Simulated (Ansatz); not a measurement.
C$_{2}$H$_{6}$N: nudged elastic band

System: C$_{2}$H$_{6}$N, multiplicity 2.
Method: UKS PBE0-D4/def2-SVP (Ansatz 0.2.0).

It belongs to a series of runs on one base structure; here: band between the two ends. Figures and captions count atoms from 1; the log counts them from 0 in places.

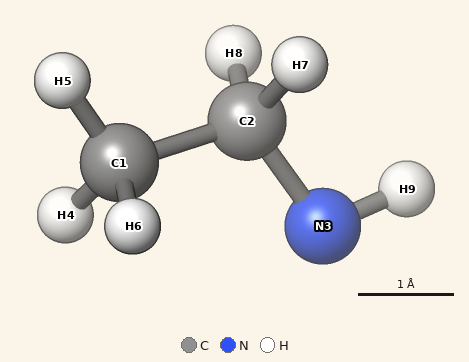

**Figure 1.** The input geometry (ball-and-stick view, seen at a tilt; atoms are numbered from 1 in the order of the input). Bond lengths as drawn: C–C 1.52 Å, C–H 1.10 to 1.11 Å, C–N 1.43 Å and H–N 1.03 Å.

**Input file**
```yaml
crystal:
  periodic: [false, false, false]
  atoms:
    - { symbol: C, position_ang: [-0.555608, 0.653591, -0.584365] }
    - { symbol: C, position_ang: [0.396817, -0.326325, 0.074309] }
    - { symbol: "N", position_ang: [0.042083, -0.605794, 1.430088] }
    - { symbol: H, position_ang: [-1.581275, 0.255344, -0.577359] }
    - { symbol: H, position_ang: [-0.268733, 0.855463, -1.627493] }
    - { symbol: H, position_ang: [-0.565462, 1.607633, -0.036212] }
    - { symbol: H, position_ang: [1.439809, 0.059389, 0.026303] }
    - { symbol: H, position_ang: [0.440053, -1.272971, -0.50969] }
    - { symbol: H, position_ang: [0.740914, -1.272629, 1.787317] }
magnetization:
  spin_polarized: true
  initial_magnetization: 1
basis:
  gaussian: { orbitals: def2-SVP }
hamiltonian:
  xc: pbe0
  dispersion: d4
neb:
  order_check: false
  images: 6
  f_tol: 0.05
  max_iterations: 60
  climbing: false
  final_atoms:
    - { symbol: C, position_ang: [-0.19068643, 0.92286713, -0.84241605] }
    - { symbol: C, position_ang: [0.39365818, -0.22845356, -0.11356813] }
    - { symbol: "N", position_ang: [-0.28095432, -0.45538319, 1.14995048] }
    - { symbol: H, position_ang: [-1.24073136, -0.7528185, 0.98413664] }
    - { symbol: H, position_ang: [-0.01661122, 1.05413406, -1.91289687] }
    - { symbol: H, position_ang: [-0.63311214, 1.74297365, -0.27075079] }
    - { symbol: H, position_ang: [1.46150178, -0.01438526, 0.1121667] }
    - { symbol: H, position_ang: [0.42501671, -1.11066641, -0.79336577] }
    - { symbol: H, position_ang: [0.17051681, -1.20456692, 1.66964178] }
  initial_path:
    images:
      - { positions_ang: [[-0.555608, 0.653591, -0.584365], [0.396817, -0.326325, 0.074309], [0.042083, -0.605794, 1.430088], [-1.581275, 0.255344, -0.577359], [-0.268733, 0.855463, -1.627493], [-0.565462, 1.607633, -0.036212], [1.439809, 0.059389, 0.026303], [0.440053, -1.272971, -0.50969], [0.740914, -1.272629, 1.787317]] }
      - { positions_ang: [[-0.54991346, 0.65003075, -0.62787357], [0.37810824, -0.31928671, 0.03989525], [-0.02857368, -0.60489793, 1.38325134], [-1.39676083, 0.17539864, -0.31786921], [-0.24714377, 0.86988405, -1.66810214], [-0.59286166, 1.61760227, -0.08265469], [1.41911313, 0.08091812, 0.02370587], [0.4441833, -1.24923632, -0.55094123], [0.66244672, -1.26671187, 1.78348637]] }
      - { positions_ang: [[-0.54421891, 0.64647051, -0.67138213], [0.35939947, -0.31224843, 0.00548151], [-0.09923036, -0.60400186, 1.33641468], [-1.21224665, 0.09545328, -0.05837942], [-0.22555453, 0.8843051, -1.70871128], [-0.62026132, 1.62757154, -0.12909739], [1.39841727, 0.10244723, 0.02110873], [0.4483136, -1.22550164, -0.59219245], [0.58397945, -1.26079473, 1.77965575]] }
      - { positions_ang: [[-0.53852437, 0.64291026, -0.7148907], [0.34069071, -0.30521014, -0.02893224], [-0.16988704, -0.60310579, 1.28957803], [-1.02773248, 0.01550792, 0.20111038], [-0.2039653, 0.89872615, -1.74932042], [-0.64766098, 1.63754081, -0.17554008], [1.3777214, 0.12397635, 0.0185116], [0.45244389, -1.20176696, -0.63344368], [0.50551217, -1.2548776, 1.77582512]] }
      - { positions_ang: [[-0.48639272, 0.68137828, -0.75175513], [0.34023945, -0.29122851, -0.05577183], [-0.21603523, -0.58161853, 1.24955838], [-0.97908339, -0.1285153, 0.42418118], [-0.1679479, 0.92710773, -1.7900924], [-0.65732529, 1.65687519, -0.20904563], [1.38082037, 0.11343717, 0.03077784], [0.45029585, -1.17858059, -0.67396879], [0.42402686, -1.24515445, 1.75901437]] }
      - { positions_ang: [[-0.38782395, 0.76187456, -0.78197544], [0.35804569, -0.27030352, -0.07503727], [-0.23767493, -0.53954008, 1.21635575], [-1.06629938, -0.33661636, 0.610833], [-0.11750234, 0.96944984, -1.83102722], [-0.64925424, 1.68557468, -0.22961401], [1.40771417, 0.0708297, 0.05790746], [0.44186947, -1.15594253, -0.71376778], [0.33952351, -1.23162527, 1.72922351]] }
      - { positions_ang: [[-0.28925519, 0.84237085, -0.81219574], [0.37585194, -0.24937854, -0.0943027], [-0.25931462, -0.49746164, 1.18315312], [-1.15351537, -0.54471743, 0.79748482], [-0.06705678, 1.01179195, -1.87196204], [-0.64118319, 1.71427416, -0.2501824], [1.43460798, 0.02822222, 0.08503708], [0.43344309, -1.13330447, -0.75356677], [0.25502016, -1.2180961, 1.69943265]] }
      - { positions_ang: [[-0.19068643, 0.92286713, -0.84241605], [0.39365818, -0.22845356, -0.11356813], [-0.28095432, -0.45538319, 1.14995048], [-1.24073136, -0.7528185, 0.98413664], [-0.01661122, 1.05413406, -1.91289687], [-0.63311214, 1.74297365, -0.27075079], [1.46150178, -0.01438526, 0.1121667], [0.42501671, -1.11066641, -0.79336577], [0.17051681, -1.20456692, 1.66964178]] }
```

Launch command:
```bash
ansatz run input.yaml --threads 2 --pin off --max-ram 3072MiB --backend cpu --events-out ev --progress --plain --runs-dir out
```

**The program's output**
```
Engine: ansatz 0.2.0, x86_64-unknown-linux-gnu
Functional definition: PBE0
  parameter a = 0.25
  parameter kappa = 0.804
  parameter beta = 0.06672455060314922
  exchange = (1 - a)*pbe_x(kappa = kappa, mu = beta*pi^2/3) + a*exact_x
  correlation = pbe_c(beta = beta)
823 factors; integrals over basis functions are off by at most 3.1e-4 eV
mean field evaluation 1: about -3648.0371 eV, gradient 3.1e1 eV
mean field evaluation 2: about -3647.0744 eV, gradient 3.4e1 eV
mean field evaluation 4: about -3652.9368 eV, gradient 7.7e-1 eV
mean field evaluation 8: about -3652.9638 eV, gradient 4.6e-2 eV
mean field evaluation 16: about -3652.9638 eV, gradient 3.0e-5 eV
mean field -3652.96377515 eV, -134.2439426691 hartree, gradient 3.0e-5 eV, S^2 0.753802; 0 other end points of the search recorded, 0 dependent functions left out
the calculation of the forces begins
reference -3652.96379740 eV, -134.2439434865 hartree; 13, 12 occupied and 59, 60 virtual orbitals, 823 factors
823 factors; integrals over basis functions are off by at most 1.3e-3 eV
mean field evaluation 32: about -3652.8355 eV, gradient 5.0e-5 eV
mean field -3652.83553386 eV, -134.2392298885 hartree, gradient 5.0e-5 eV, S^2 0.754645; 0 other end points of the search recorded, 0 dependent functions left out
[... from here on the field's lines of each further geometry are left out, up to the last ...]
NEB iter   1: max|band force component| = 5.222e0 eV/Å  barrier→ = 4.1124 eV  barrier← = 3.9858 eV  Δτ_max = 0.2000 Å  (261 SCF iters)
NEB iter   2: max|band force component| = 2.667e0 eV/Å  barrier→ = 2.7445 eV  barrier← = 2.6178 eV  Δτ_max = 0.2000 Å  (204 SCF iters)
NEB iter   3: max|band force component| = 1.384e0 eV/Å  barrier→ = 2.2283 eV  barrier← = 2.1017 eV  Δτ_max = 0.1960 Å  (206 SCF iters)
NEB iter   4: max|band force component| = 9.634e-1 eV/Å  barrier→ = 1.7559 eV  barrier← = 1.6292 eV  Δτ_max = 0.2000 Å  (200 SCF iters)
NEB iter   5: max|band force component| = 6.991e-1 eV/Å  barrier→ = 1.7180 eV  barrier← = 1.5914 eV  Δτ_max = 0.1991 Å  (199 SCF iters)
NEB iter   6: max|band force component| = 1.578e0 eV/Å  barrier→ = 1.3721 eV  barrier← = 1.2455 eV  Δτ_max = 0.0997 Å  (190 SCF iters)
NEB iter   7: max|band force component| = 5.239e-1 eV/Å  barrier→ = 1.2082 eV  barrier← = 1.0816 eV  Δτ_max = 0.1973 Å  (195 SCF iters)
NEB iter   8: max|band force component| = 7.171e-1 eV/Å  barrier→ = 0.9150 eV  barrier← = 0.7883 eV  Δτ_max = 0.1009 Å  (192 SCF iters)
NEB iter   9: max|band force component| = 4.461e-1 eV/Å  barrier→ = 0.7847 eV  barrier← = 0.6581 eV  Δτ_max = 0.1010 Å  (193 SCF iters)
NEB iter  10: max|band force component| = 4.591e-1 eV/Å  barrier→ = 0.6587 eV  barrier← = 0.5320 eV  Δτ_max = 0.0502 Å  (192 SCF iters)
NEB iter  11: max|band force component| = 2.419e-1 eV/Å  barrier→ = 0.6274 eV  barrier← = 0.5008 eV  Δτ_max = 0.1006 Å  (193 SCF iters)
NEB iter  12: max|band force component| = 1.843e-1 eV/Å  barrier→ = 0.5463 eV  barrier← = 0.4196 eV  Δτ_max = 0.1006 Å  (191 SCF iters)
NEB iter  13: max|band force component| = 1.599e-1 eV/Å  barrier→ = 0.4933 eV  barrier← = 0.3667 eV  Δτ_max = 0.1004 Å  (190 SCF iters)
NEB iter  14: max|band force component| = 1.517e-1 eV/Å  barrier→ = 0.4984 eV  barrier← = 0.3718 eV  Δτ_max = 0.1000 Å  (190 SCF iters)
NEB iter  15: max|band force component| = 1.818e-1 eV/Å  barrier→ = 0.4212 eV  barrier← = 0.2946 eV  Δτ_max = 0.1005 Å  (193 SCF iters)
NEB iter  16: max|band force component| = 1.734e-1 eV/Å  barrier→ = 0.3398 eV  barrier← = 0.2132 eV  Δτ_max = 0.0999 Å  (194 SCF iters)
NEB iter  17: max|band force component| = 1.420e-1 eV/Å  barrier→ = 0.3132 eV  barrier← = 0.1866 eV  Δτ_max = 0.0997 Å  (192 SCF iters)
NEB iter  18: max|band force component| = 1.152e-1 eV/Å  barrier→ = 0.2622 eV  barrier← = 0.1356 eV  Δτ_max = 0.0999 Å  (191 SCF iters)
NEB iter  19: max|band force component| = 9.206e-2 eV/Å  barrier→ = 0.2235 eV  barrier← = 0.0968 eV  Δτ_max = 0.0999 Å  (193 SCF iters)
NEB iter  20: max|band force component| = 1.167e-1 eV/Å  barrier→ = 0.2248 eV  barrier← = 0.0982 eV  Δτ_max = 0.0913 Å  (194 SCF iters)
NEB iter  21: max|band force component| = 8.255e-2 eV/Å  barrier→ = 0.2254 eV  barrier← = 0.0988 eV  Δτ_max = 0.0995 Å  (190 SCF iters)
NEB iter  22: max|band force component| = 1.762e-1 eV/Å  barrier→ = 0.2245 eV  barrier← = 0.0979 eV  Δτ_max = 0.0500 Å  (181 SCF iters)
NEB iter  23: max|band force component| = 1.382e-1 eV/Å  barrier→ = 0.2419 eV  barrier← = 0.1152 eV  Δτ_max = 0.0994 Å  (200 SCF iters)
NEB iter  24: max|band force component| = 3.245e-1 eV/Å  barrier→ = 0.2249 eV  barrier← = 0.0983 eV  Δτ_max = 0.1000 Å  (187 SCF iters)
NEB iter  25: max|band force component| = 4.065e-1 eV/Å  barrier→ = 0.2633 eV  barrier← = 0.1367 eV  Δτ_max = 0.0998 Å  (191 SCF iters)
NEB iter  26: max|band force component| = 5.386e-1 eV/Å  barrier→ = 0.3004 eV  barrier← = 0.1737 eV  Δτ_max = 0.1963 Å  (186 SCF iters)
NEB iter  27: max|band force component| = 6.432e-1 eV/Å  barrier→ = 0.3664 eV  barrier← = 0.2397 eV  Δτ_max = 0.2000 Å  (194 SCF iters)
NEB iter  28: max|band force component| = 8.288e-1 eV/Å  barrier→ = 0.6550 eV  barrier← = 0.5283 eV  Δτ_max = 0.1953 Å  (191 SCF iters)
NEB iter  29: max|band force component| = 7.638e-1 eV/Å  barrier→ = 0.5346 eV  barrier← = 0.4080 eV  Δτ_max = 0.1985 Å  (189 SCF iters)
NEB iter  30: max|band force component| = 4.470e-1 eV/Å  barrier→ = 0.3229 eV  barrier← = 0.1963 eV  Δτ_max = 0.2000 Å  (188 SCF iters)
NEB iter  31: max|band force component| = 2.337e-1 eV/Å  barrier→ = 0.2251 eV  barrier← = 0.0984 eV  Δτ_max = 0.1967 Å  (191 SCF iters)
NEB iter  32: max|band force component| = 1.752e-1 eV/Å  barrier→ = 0.2253 eV  barrier← = 0.0987 eV  Δτ_max = 0.1990 Å  (186 SCF iters)
NEB iter  33: max|band force component| = 7.086e-1 eV/Å  barrier→ = 0.2251 eV  barrier← = 0.0985 eV  Δτ_max = 0.0983 Å  (194 SCF iters)
NEB iter  34: max|band force component| = 6.254e-2 eV/Å  barrier→ = 0.2248 eV  barrier← = 0.0982 eV  Δτ_max = 0.0429 Å  (178 SCF iters)
the calculation of the forces begins
reference -3652.80528285 eV, -134.2381181843 hartree; 13, 12 occupied and 59, 60 virtual orbitals, 824 factors
824 factors; integrals over basis functions are off by at most 1.1e-3 eV
mean field -3652.73730625 eV, -134.2356200906 hartree, gradient 9.4e-6 eV, S^2 0.754653; 1 other end points of the search recorded, 0 dependent functions left out
the calculation of the forces begins
reference -3652.73732885 eV, -134.2356209210 hartree; 13, 12 occupied and 59, 60 virtual orbitals, 824 factors
NEB iter  35: max|band force component| = 3.865e-2 eV/Å  barrier→ = 0.2248 eV  barrier← = 0.0982 eV  Δτ_max = 0.0000 Å  (357 SCF iters)
```

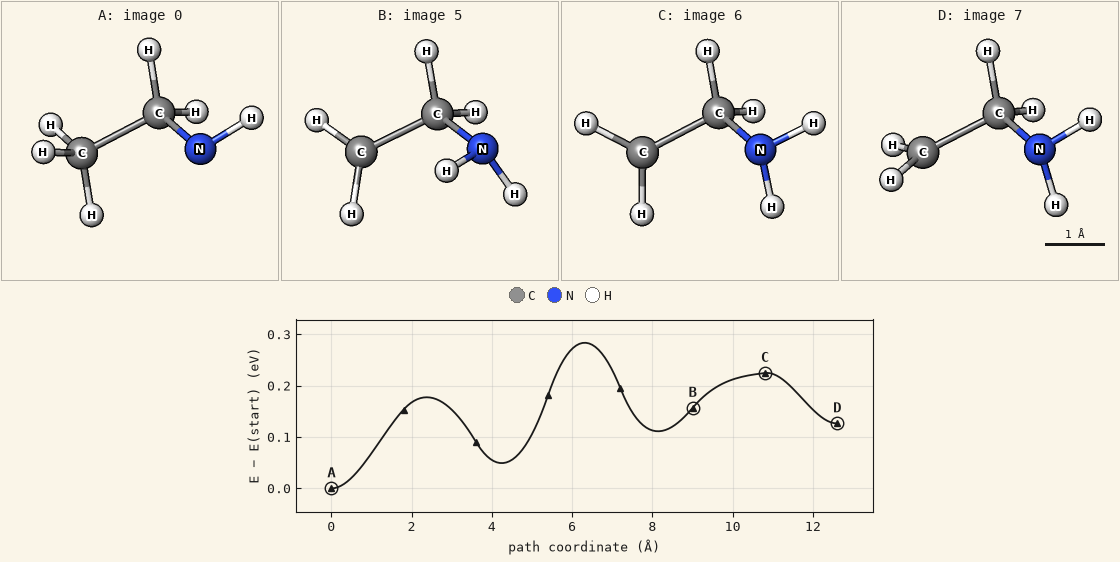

**Figure 2.** Images of the last band (counted from 0; ball-and-stick, seen at a tilt) above the energy along the path; the line is a cubic interpolation that uses the forces. The highest image is number 6, 0.225 eV above the start and 0.098 eV above the end; the end lies 0.127 eV above the start. The path is 12.60 Å long. The band converged in 35 iterations.

```
Total energy: -3652.82645108 eV, -134.2388961024 hartree
Atom 0 at    -0.152822     0.955271    -0.816491 Å, force     0.004368    -0.003365     0.000662 eV/Å
Atom 1 at     0.479254    -0.128357    -0.016220 Å, force    -0.001632     0.003136     0.001311 eV/Å
Atom 2 at    -0.388328    -0.586222     1.065202 Å, force     0.001550    -0.002070    -0.001811 eV/Å
Atom 3 at    -1.257472    -0.950663     0.676822 Å, force     0.000205     0.002078     0.002492 eV/Å
Atom 4 at    -1.084274     0.761645    -1.357661 Å, force    -0.006929    -0.001759     0.002436 eV/Å
Atom 5 at     0.243967     1.972114    -0.835618 Å, force     0.003578     0.001169    -0.003493 eV/Å
Atom 6 at     1.415789     0.243894     0.430638 Å, force    -0.001114     0.002013     0.001925 eV/Å
Atom 7 at     0.783150    -0.945383    -0.713656 Å, force     0.002544     0.000966     0.001678 eV/Å
Atom 8 at     0.049335    -1.368598     1.549882 Å, force    -0.002571    -0.002169    -0.005202 eV/Å
Dipole moment:     0.039754    -0.244855    -0.130788 e Å
this run last wrote the band of iteration 35 to [file]
```

**The last band as extended XYZ (Å, eV, eV/Å)**
```
9
Properties=species:S:1:pos:R:3:forces:R:3 image=0 energy=-3653.05125
C    -0.5556    0.6536   -0.5844   -0.0055  -0.0032   0.0114
C     0.3968   -0.3263    0.0743    0.0140  -0.0070  -0.0024
N     0.0421   -0.6058    1.4301   -0.0096   0.0083  -0.0015
H    -1.5813    0.2553   -0.5774   -0.0030   0.0017  -0.0018
H    -0.2687    0.8555   -1.6275    0.0044  -0.0034   0.0021
H    -0.5655    1.6076   -0.0362   -0.0005   0.0002  -0.0008
H     1.4398    0.0594    0.0263   -0.0007  -0.0005   0.0000
H     0.4401   -1.2730   -0.5097   -0.0013   0.0027   0.0011
H     0.7409   -1.2726    1.7873    0.0022   0.0012  -0.0083
9
Properties=species:S:1:pos:R:3:forces:R:3 image=1 energy=-3652.89766
C    -0.5878    0.5768   -0.6156   -0.0069   0.0153  -0.0169
C     0.4154   -0.3589    0.0622   -0.0314  -0.0098   0.0086
N     0.4775   -0.1141    1.4715   -0.0738   0.0615   0.0087
H    -1.1698    0.0481   -1.3834    0.0201   0.0297  -0.0736
H    -0.1108    1.4479   -1.0860    0.0249   0.0246   0.0200
H    -1.2880    0.9529    0.1444   -0.0416  -0.0145  -0.0380
H     1.4356   -0.1855   -0.3501   -0.0291  -0.0311   0.0212
H     0.1964   -1.4153   -0.1926   -0.0471  -0.0044   0.0416
H     0.7200   -0.9985    1.9326    0.1850  -0.0714   0.0284
9
Properties=species:S:1:pos:R:3:forces:R:3 image=2 energy=-3652.96016
C    -0.5558    0.5056   -0.4956   -0.0108   0.0073   0.0007
C     0.6304   -0.3162    0.0080    0.0160  -0.0121  -0.0153
N     0.6737   -0.5912    1.4103    0.0009  -0.0242   0.0032
H    -1.4438   -0.1199   -0.6797   -0.0075   0.0203   0.0756
H    -0.3106    1.0232   -1.4361   -0.0322  -0.0586  -0.0165
H    -0.8311    1.2790    0.2392    0.0429   0.0338  -0.0337
H     1.5859    0.1542   -0.2853    0.0077   0.0308   0.0314
H     0.6403   -1.3009   -0.5128    0.0328   0.0248  -0.0177
H    -0.3004   -0.6801    1.7348   -0.0498  -0.0220  -0.0277
9
Properties=species:S:1:pos:R:3:forces:R:3 image=3 energy=-3652.86972
C    -0.4998    0.6348   -0.4127   -0.0517  -0.0137   0.0854
C     0.6547   -0.2809    0.0225    0.0091  -0.0132   0.0218
N     0.4561   -0.8845    1.3060    0.0829  -0.0484   0.0243
H    -1.3687    0.4287    0.2347   -0.1222   0.0433  -0.2235
H    -0.7909    0.4815   -1.4628   -0.0089   0.0163   0.0485
H    -0.2593    1.6991   -0.2810    0.0522   0.0049   0.0283
H     1.6139    0.2633    0.0215    0.0136  -0.0053  -0.0271
H     0.7770   -1.1013   -0.7186   -0.0185   0.0043  -0.0079
H    -0.4944   -1.2871    1.2731    0.0433   0.0119   0.0502
9
Properties=species:S:1:pos:R:3:forces:R:3 image=4 energy=-3652.85591
C    -0.2736    0.6881   -0.8882    0.0134  -0.0209  -0.1018
C     0.6068   -0.1890   -0.0711   -0.0142   0.0364   0.0079
N    -0.0285   -0.6031    1.1872   -0.0854   0.0299  -0.0224
H    -0.6253    0.1708    1.4860    0.1188  -0.0549   0.2361
H    -0.7792    0.3397   -1.7919   -0.0316   0.0031  -0.0168
H    -0.5740    1.6584   -0.4755    0.0174  -0.0023  -0.0866
H     1.5492    0.3369    0.1707   -0.0083   0.0131   0.0412
H     0.9003   -1.0913   -0.6306    0.0249   0.0226   0.0056
H    -0.6870   -1.3569    0.9963   -0.0349  -0.0270  -0.0632
9
Properties=species:S:1:pos:R:3:forces:R:3 image=5 energy=-3652.89440
C    -0.2427    0.8232   -0.8219   -0.0210  -0.0457   0.0133
C     0.5612   -0.0577    0.0676    0.0469   0.0192   0.0065
N    -0.1632   -0.8310    1.0595   -0.0052  -0.0141  -0.0208
H    -0.9689   -0.3118    1.4006    0.0343   0.0649   0.0704
H    -1.2901    0.5895   -1.0382    0.0170  -0.0086  -0.0233
H     0.2324    1.6401   -1.3741   -0.0361  -0.0167   0.0118
H     1.3297    0.5606    0.5730   -0.0040   0.0142   0.0080
H     1.1574   -0.7702   -0.5400    0.0334   0.0075   0.0106
H    -0.5272   -1.6890    0.6564   -0.0653  -0.0206  -0.0766
9
Properties=species:S:1:pos:R:3:forces:R:3 image=6 energy=-3652.82643
C    -0.1528    0.9553   -0.8165    0.0044  -0.0034   0.0007
C     0.4793   -0.1284   -0.0162   -0.0016   0.0031   0.0013
N    -0.3883   -0.5862    1.0652    0.0015  -0.0021  -0.0018
H    -1.2575   -0.9507    0.6768    0.0002   0.0021   0.0025
H    -1.0843    0.7616   -1.3577   -0.0069  -0.0018   0.0024
H     0.2440    1.9721   -0.8356    0.0036   0.0012  -0.0035
H     1.4158    0.2439    0.4306   -0.0011   0.0020   0.0019
H     0.7832   -0.9454   -0.7137    0.0025   0.0010   0.0017
H     0.0493   -1.3686    1.5499   -0.0026  -0.0022  -0.0052
9
Properties=species:S:1:pos:R:3:forces:R:3 image=7 energy=-3652.92462
C    -0.1907    0.9229   -0.8424    0.0004  -0.0045   0.0012
C     0.3937   -0.2285   -0.1136   -0.0024   0.0044  -0.0036
N    -0.2810   -0.4554    1.1500   -0.0002  -0.0041   0.0078
H    -1.2407   -0.7528    0.9841    0.0031   0.0020  -0.0010
H    -0.0166    1.0541   -1.9129    0.0000   0.0007   0.0007
H    -0.6331    1.7430   -0.2708    0.0003   0.0000  -0.0010
H     1.4615   -0.0144    0.1122   -0.0016  -0.0019   0.0003
H     0.4250   -1.1107   -0.7934    0.0024   0.0007  -0.0022
H     0.1705   -1.2046    1.6696   -0.0021   0.0028  -0.0021
```

**Key numbers**

| quantity | value |
| --- | --- |
| outcome | converged |
| barrier, forward | 0.225 eV |
| barrier, backward | 0.098 eV |
| hardware | 2 threads of Intel Xeon (Emerald Rapids), 16 GiB of memory available, shared host |
| wall time | 5.2 min (CPU time 9.7 min) |
| peak memory | 0.18 GiB |

**Remarks**

The order of the saddle point was not checked.
